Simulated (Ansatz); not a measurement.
## Phonon calculation, with input and output: SiH₂F₂

System: SiH₂F₂, SMILES F[SiH2]F.
Method: RKS PBE0-D4/def2-TZVP (Ansatz 0.2.0).

Figures and captions count atoms from 1; the log counts them from 0 in places.

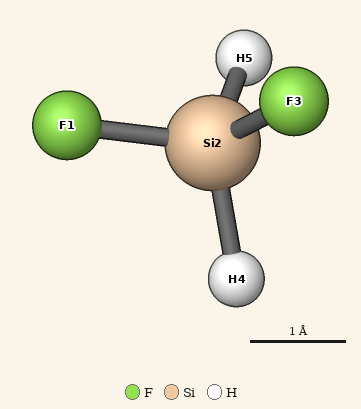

Figure 1. The input geometry (ball-and-stick view, seen at a tilt; atoms are numbered from 1 in the order of the input). Bond lengths as drawn: F–Si 1.59 Å and H–Si 1.47 Å.

### Results in brief

```csv
quantity,value
outcome,converged
total energy,−13341.5466 eV
mean-field energy,−13341.4994 eV
largest force (length of the vector),0.003 eV/Å
hardware,"1 thread of Arm Neoverse V1, 24 GiB of memory available, shared host"
wall time,18 s
peak memory,0.16 GiB
```

### Input
```yaml
crystal:
  periodic: [false, false, false]
  atoms:
    - { symbol: F, position_ang: [-1.06959, 0.523735, 0.971903] }
    - { symbol: Si, position_ang: [0.004779, -0.015268, -0.062201] }
    - { symbol: F, position_ang: [1.257379, -0.535404, 0.759147] }
    - { symbol: H, position_ang: [-0.580196, -1.153337, -0.794708] }
    - { symbol: H, position_ang: [0.437428, 1.106675, -0.91544] }
basis:
  gaussian: { orbitals: def2-TZVP }
hamiltonian:
  xc: pbe0
  dispersion: d4
phonons: {}
```

Run as:
```bash
ansatz run input.yaml --threads 1 --pin off --max-ram 2560MiB --backend cpu --events-out ev --progress --plain --runs-dir out
```

### What the program printed
```
Engine: ansatz 0.2.0, aarch64-unknown-linux-gnu
Functional definition: PBE0
  parameter a = 0.25
  parameter kappa = 0.804
  parameter beta = 0.06672455060314922
  exchange = (1 - a)*pbe_x(kappa = kappa, mu = beta*pi^2/3) + a*exact_x
  correlation = pbe_c(beta = beta)
668 factors; their error is unknown
mean field evaluation 1: about -13339.2118 eV, gradient 4.1e1 eV
mean field evaluation 2: about -13336.2349 eV, gradient 6.3e1 eV
mean field evaluation 4: about -13341.4437 eV, gradient 4.0e-1 eV
mean field evaluation 8: about -13341.4994 eV, gradient 4.1e-3 eV
mean field -13341.49938770 eV, -490.2910593049 hartree, gradient 7.0e-5 eV, S^2 0.000000; 0 other end points of the search recorded, 0 dependent functions left out
the calculation of the forces begins
reference -13341.49941038 eV, -490.2910601385 hartree; 17, 17 occupied and 94, 94 virtual orbitals, 668 factors
these checks for a lower state are left out or cut short: stability, starts, cluster_reference, orbital_swaps, neighbouring_geometries, increment
668 factors; their error is unknown
mean field evaluation 16: about -13341.4993 eV, gradient 5.4e-5 eV
mean field -13341.49932159 eV, -490.2910568755 hartree, gradient 1.6e-6 eV, S^2 0.000000; 0 other end points of the search recorded, 0 dependent functions left out
the calculation of the forces begins
reference -13341.49934427 eV, -490.2910577090 hartree; 17, 17 occupied and 94, 94 virtual orbitals, 668 factors
these checks for a lower state are left out or cut short: stability, starts, cluster_reference, orbital_swaps, neighbouring_geometries, increment
668 factors; their error is unknown
mean field -13341.49931823 eV, -490.2910567519 hartree, gradient 1.4e-6 eV, S^2 0.000000; 0 other end points of the search recorded, 0 dependent functions left out
the calculation of the forces begins
reference -13341.49934092 eV, -490.2910575858 hartree; 17, 17 occupied and 94, 94 virtual orbitals, 668 factors
these checks for a lower state are left out or cut short: stability, starts, cluster_reference, orbital_swaps, neighbouring_geometries, increment
668 factors; their error is unknown
mean field evaluation 32: about -13341.4994 eV, gradient 1.3e-6 eV
mean field -13341.49935874 eV, -490.2910582408 hartree, gradient 1.3e-6 eV, S^2 0.000000; 0 other end points of the search recorded, 0 dependent functions left out
the calculation of the forces begins
reference -13341.49938143 eV, -490.2910590746 hartree; 17, 17 occupied and 94, 94 virtual orbitals, 668 factors
these checks for a lower state are left out or cut short: stability, starts, cluster_reference, orbital_swaps, neighbouring_geometries, increment
668 factors; their error is unknown
mean field -13341.49935641 eV, -490.2910581549 hartree, gradient 1.3e-6 eV, S^2 0.000000; 0 other end points of the search recorded, 0 dependent functions left out
the calculation of the forces begins
reference -13341.49937909 eV, -490.2910589885 hartree; 17, 17 occupied and 94, 94 virtual orbitals, 668 factors
these checks for a lower state are left out or cut short: stability, starts, cluster_reference, orbital_swaps, neighbouring_geometries, increment
668 factors; their error is unknown
mean field -13341.49924595 eV, -490.2910540958 hartree, gradient 2.4e-6 eV, S^2 0.000000; 0 other end points of the search recorded, 0 dependent functions left out
the calculation of the forces begins
reference -13341.49926864 eV, -490.2910549294 hartree; 17, 17 occupied and 94, 94 virtual orbitals, 668 factors
these checks for a lower state are left out or cut short: stability, starts, cluster_reference, orbital_swaps, neighbouring_geometries, increment
668 factors; their error is unknown
mean field -13341.49926061 eV, -490.2910546343 hartree, gradient 1.8e-6 eV, S^2 0.000000; 0 other end points of the search recorded, 0 dependent functions left out
the calculation of the forces begins
reference -13341.49928329 eV, -490.2910554680 hartree; 17, 17 occupied and 94, 94 virtual orbitals, 668 factors
these checks for a lower state are left out or cut short: stability, starts, cluster_reference, orbital_swaps, neighbouring_geometries, increment
668 factors; their error is unknown
mean field -13341.49934127 eV, -490.2910575988 hartree, gradient 1.9e-6 eV, S^2 0.000000; 0 other end points of the search recorded, 0 dependent functions left out
the calculation of the forces begins
reference -13341.49936396 eV, -490.2910584324 hartree; 17, 17 occupied and 94, 94 virtual orbitals, 668 factors
these checks for a lower state are left out or cut short: stability, starts, cluster_reference, orbital_swaps, neighbouring_geometries, increment
668 factors; their error is unknown
mean field evaluation 64: about -13341.4993 eV, gradient 2.3e-6 eV
mean field -13341.49934200 eV, -490.2910576255 hartree, gradient 2.3e-6 eV, S^2 0.000000; 0 other end points of the search recorded, 0 dependent functions left out
the calculation of the forces begins
reference -13341.49936469 eV, -490.2910584592 hartree; 17, 17 occupied and 94, 94 virtual orbitals, 668 factors
these checks for a lower state are left out or cut short: stability, starts, cluster_reference, orbital_swaps, neighbouring_geometries, increment
668 factors; their error is unknown
mean field -13341.49937699 eV, -490.2910589113 hartree, gradient 1.7e-6 eV, S^2 0.000000; 0 other end points of the search recorded, 0 dependent functions left out
the calculation of the forces begins
reference -13341.49939967 eV, -490.2910597449 hartree; 17, 17 occupied and 94, 94 virtual orbitals, 668 factors
these checks for a lower state are left out or cut short: stability, starts, cluster_reference, orbital_swaps, neighbouring_geometries, increment
668 factors; their error is unknown
mean field -13341.49937081 eV, -490.2910586843 hartree, gradient 2.4e-6 eV, S^2 0.000000; 0 other end points of the search recorded, 0 dependent functions left out
the calculation of the forces begins
reference -13341.49939350 eV, -490.2910595180 hartree; 17, 17 occupied and 94, 94 virtual orbitals, 668 factors
Total energy: -13341.54656985 eV, -490.2927932169 hartree
Atom 0 at    -1.069590     0.523735     0.971903 Å, force     0.002589    -0.001175    -0.000177 eV/Å
Atom 1 at     0.004779    -0.015268    -0.062201 Å, force     0.000060     0.000006     0.000619 eV/Å
Atom 2 at     1.257379    -0.535404     0.759147 Å, force    -0.002578     0.001176     0.000295 eV/Å
Atom 3 at    -0.580196    -1.153337    -0.794708 Å, force    -0.001268    -0.002740    -0.000223 eV/Å
Atom 4 at     0.437428     1.106675    -0.915440 Å, force     0.001197     0.002733    -0.000515 eV/Å
Dipole moment:    -0.029202    -0.003091    -0.303997 e Å
Vibrations: 316.48 709.11 729.29 871.53 900.61 981.05 984.15 2286.11 2296.74 cm⁻¹, zero-point energy 0.624576 eV
```

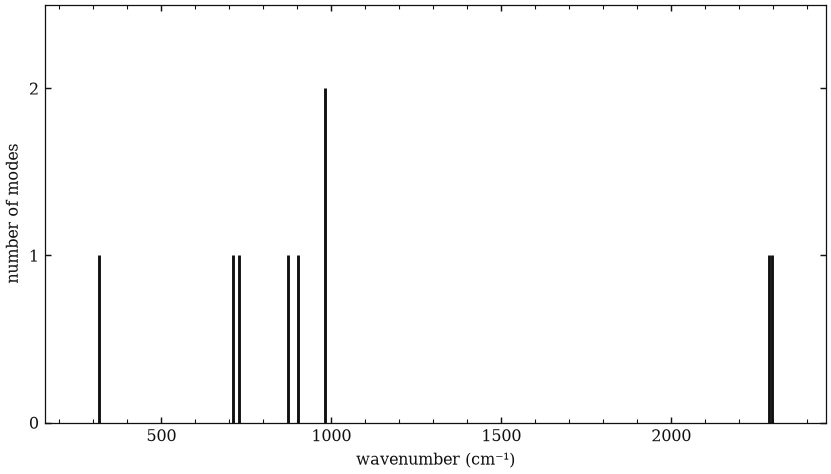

Figure 2. Harmonic vibrational wavenumbers from the force constants; neighbouring modes closer than 9 cm⁻¹ are counted in one stick. 9 modes from 316 to 2297 cm⁻¹, none imaginary.
